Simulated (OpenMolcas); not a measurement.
**A workflow on SiH2Cl2 (dichlorosilane (DCS))**

Aim: a single-point energy (singlet SiH2Cl2, HF/ANO-RCC-VTZP), then a single-point energy (singlet SiH2Cl2, CASSCF(10,10)/ANO-RCC-VTZP), then the energy (singlet SiH2Cl2, CASPT2(10,10)/ANO-RCC-VTZP), then the energy (singlet SiH2Cl2, CASPT2(10,10)/ANO-RCC-VTZP) of Cl2H2Si. 

The results are computed with OpenMolcas 26.06.

## Step 1: The molecule

SiH2Cl2 has 5 atoms, charge 0, and is taken as a singlet. As SMILES, `Cl[SiH2]Cl`. The shape is that of a PBE0-D4/def2-TZVP optimisation.

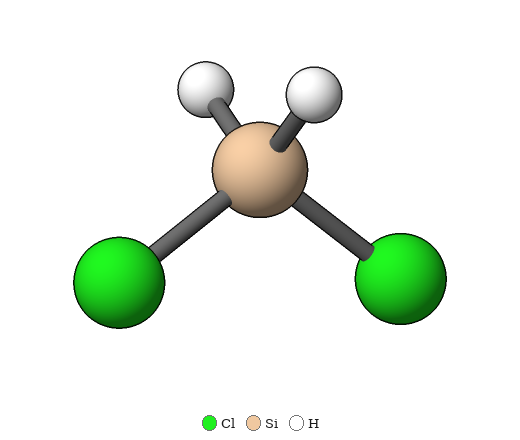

Viewed from a chosen angle; chlorine green, silicon light orange, hydrogen white.

## Step 2: The energy at HF/ANO-RCC-VTZP (DKH2, RICD fitting) (run 1)

Input file step1.input:

```
* Cl2H2Si Hartree-Fock

&GATEWAY
 Coord
 5
 angstrom
 Cl      -1.036100      -0.393400       1.609300
 Si       0.136800      -0.071700      -0.028900
 Cl      -0.799200       1.196800      -1.324000
 H        0.352000      -1.362200      -0.711200
 H        1.396500       0.556600       0.413400
 Basis=ANO-RCC-VTZP
 Group=NoSym
 RICD

&SEWARD

&SCF
 PrOrbitals=0
```

Command:

```
export MOLCAS_MEM=1860
pymolcas step1.input > step1.log
```

What it wrote:

```text
--- Start Module: gateway ---
[...]
--- Stop Module: gateway /rc=_RC_ALL_IS_WELL_ ---
[...]
--- Start Module: seward ---
[...]
      Basis functions          130
--- Stop Module: seward /rc=_RC_ALL_IS_WELL_ ---
[...]
--- Start Module: scf ---
[...]
       Convergence after  10 Iterations
[...]
::    Total SCF energy                              -1212.6874335810
[...]
      Total spin, S                                     0.0000000000
[...]
      Total electronic charge=   50.000000
      Total            charge=   -0.000000
[...]
      Dipole Moment (debye):
      Origin of the operator (angstrom)=   -0.5863    0.2529    0.0887
                   X=  1.2162E+00               Y= -5.4582E-01               Z= -1.9809E-01           Total=  1.3477E+00
      Quadrupole Moment (debye*angstrom):
[...]
--- Stop Module: scf /rc=_RC_ALL_IS_WELL_ ---
[...]
```

Wall time 14 s (1 thread of Arm Neoverse V1, shared host); peak memory 0.13 GiB.

## Step 3: The energy at CASSCF(10,10)/ANO-RCC-VTZP (DKH2, RICD fitting) (run 2)

Input file step2.inp:

```
>>> EXPORT MOLCAS_PRINT=2

&GATEWAY
 Coord
 5
 angstrom
 Cl      -1.036100      -0.393400       1.609300
 Si       0.136800      -0.071700      -0.028900
 Cl      -0.799200       1.196800      -1.324000
 H        0.352000      -1.362200      -0.711200
 H        1.396500       0.556600       0.413400
 Basis=ANO-RCC-VTZP
 Group=NoSym
 RICD

&SEWARD

&RASSCF
 FileOrb=$CurrDir/step1.ScfOrb
 Spin=1
 Nactel=10 0 0
 Inactive=20
 Ras2=10
 OrbListing=Nothing
 OrbAppear=Compact
```

Command:

```
export MOLCAS_MEM=1860
pymolcas step2.inp > step2.log
```

What it wrote:

```text
--- Start Module: gateway ---
[...]
--- Stop Module: gateway /rc=_RC_ALL_IS_WELL_ ---
[...]
--- Start Module: seward ---
[...]
      Basis functions          130
--- Stop Module: seward /rc=_RC_ALL_IS_WELL_ ---
[...]
--- Start Module: rasscf ---
[...]
      Number of active orbitals                 10
[...]
      Spin quantum number                      0.0
[...]
      Active orbitals                           10
[...]
      Number of CSFs                         19404
[...]
      Number of root(s) required                 1
[...]
      Convergence after 82 iterations
[...]
      printout of CI-coefficients larger than  0.05 for root  1
      energy=   -1212.777822
      conf/sym  1111111111     Coeff  Weight
             1  2222200000   0.97433 0.94932
           216  2022200020  -0.06424 0.00413
           242  0222200200  -0.06283 0.00395
           320  u22u200d0d   0.06315 0.00399
           334  u2u220dd00   0.06495 0.00422
      Natural orbitals and occupation numbers for root  1
      sym 1:   1.966153   1.984801   1.973882   1.973663   1.998001   0.018054   0.021135   0.026232   0.015797   0.022280
      ************************************************************************************************************************
      *                                                    Final results                                                     *
[...]
::    RASSCF root number  1 Total energy:  -1212.77782208
[...]
      Total electronic charge=   50.000000
      Total            charge=   -0.000000
[...]
      Dipole Moment (debye):
      Origin of the operator (angstrom)=   -0.5863    0.2529    0.0887
                   X=  1.1026E+00               Y= -5.3124E-01               Z= -1.1795E-01           Total=  1.2296E+00
      Quadrupole Moment (debye*angstrom):
[...]
--- Stop Module: rasscf /rc=_RC_ALL_IS_WELL_ ---
[...]
```

Run time: 96 s. Hardware: 1 thread of Arm Neoverse V1, shared host; peak memory 0.13 GiB.

Run 3 isn't shown in full; the table further down has it.

## Step 4: The distorted shape: the energy at CASPT2(10,10)/ANO-RCC-VTZP (DKH2, RICD fitting, ipea shift 0.25 Eh, pt2 variant SS) (run 4)

Input file step4.input:

```
* Cl2H2Si CASPT2

&GATEWAY
 Coord
 5
 angstrom
 Cl      -1.143697       0.251834       1.950442
 Si       0.029203       0.573534       0.312242
 Cl      -0.906797       1.842034      -0.982858
 H        0.352000      -1.362200      -0.711200
 H        1.288903       1.201834       0.754542
 Basis=ANO-RCC-VTZP
 Group=NoSym
 RICD

&SEWARD

&RASSCF
 FileOrb=$CurrDir/step2.RasOrb
 Spin=1
 Nactel=10 0 0
 Inactive=20
 Ras2=10
 OrbListing=Nothing
 OrbAppear=Compact

&CASPT2
 Imaginary=0.2
```

Command:

```
export MOLCAS_MEM=1860
pymolcas step4.input > step4.log
```

What it wrote:

```text
--- Start Module: gateway ---
[...]
--- Stop Module: gateway /rc=_RC_ALL_IS_WELL_ ---
[...]
      Basis functions          130
[...]
--- Start Module: rasscf ---
[...]
      Number of active orbitals                 10
[...]
      Spin quantum number                      0.0
[...]
      Active orbitals                           10
[...]
      Number of CSFs                         19404
[...]
      Number of root(s) required                 1
[...]
      Convergence after 89 iterations
[...]
      printout of CI-coefficients larger than  0.05 for root  1
      energy=   -1212.713301
      conf/sym  1111111111     Coeff  Weight
             1  2222200000   0.97219 0.94515
           242  0222200200  -0.06330 0.00401
           295  22uu2d00d0  -0.06920 0.00479
      Natural orbitals and occupation numbers for root  1
      sym 1:   1.964767   1.999950   1.962998   1.962954   1.997106   0.020336   0.022374   0.026503   0.020317   0.022696
      ************************************************************************************************************************
      *                                                    Final results                                                     *
[...]
::    RASSCF root number  1 Total energy:  -1212.71330089
[...]
      Total electronic charge=   50.000000
      Total            charge=   -0.000000
[...]
      Dipole Moment (debye):
      Origin of the operator (angstrom)=   -0.6928    0.8917    0.4264
                   X=  7.8423E-01               Y=  5.8515E-01               Z=  5.0635E-01           Total=  1.1017E+00
      Quadrupole Moment (debye*angstrom):
[...]
--- Stop Module: rasscf /rc=_RC_ALL_IS_WELL_ ---
[...]
      E2 (Variational):          -0.4083861457
      Total energy:           -1213.1216870327
[...]
      Reference weight:           0.87417
[...]
::    CASPT2 Root  1     Total energy:  -1213.12168703
[...]
```

Wall time 2 min (1 thread of Arm Neoverse V1, shared host); peak memory 0.22 GiB.

## Step 5: All runs side by side

```tsv
run	level	active rule	inactive	partner	energy (Eh)	dipole moment (D) of the reference	wall time
1	HF/ANO-RCC-VTZP (DKH2, RICD fitting)	–	–	base	-1212.687434	1.35	14 s
2	CASSCF(10,10)/ANO-RCC-VTZP (DKH2, RICD fitting)	frontier window	20	base	-1212.777822	1.23	96 s
3	CASPT2(10,10)/ANO-RCC-VTZP (DKH2, RICD fitting, ipea shift 0.25 Eh, pt2 variant SS)	frontier window	20	base	-1213.209555	1.23	38 s
4	CASPT2(10,10)/ANO-RCC-VTZP (DKH2, RICD fitting, ipea shift 0.25 Eh, pt2 variant SS)	frontier window	20	Si2–H4 2.21 Å	–	–	2 min
```

## Step 6: Summary of results

| quantity | value |
| --- | --- |
| run 3, CASPT2(10,10)/ANO-RCC-VTZP: total energy | -1213.20955 Eh |
| run 3, CASPT2(10,10)/ANO-RCC-VTZP: dipole moment (CASSCF density) | 1.23 D |

What this shows: Below the HF energy at the same shape and in the same basis (ANO-RCC-VTZP): CASSCF(10,10) -90.4 mEh; CASPT2(10,10) -522.1 mEh. Active-space methods hold only the correlation inside their space unless a perturbation or CI step follows. All runs together took 4.5 min, the longest 2 min. 1 of the 4 runs ended normally but are set aside, since settings or state are in doubt.
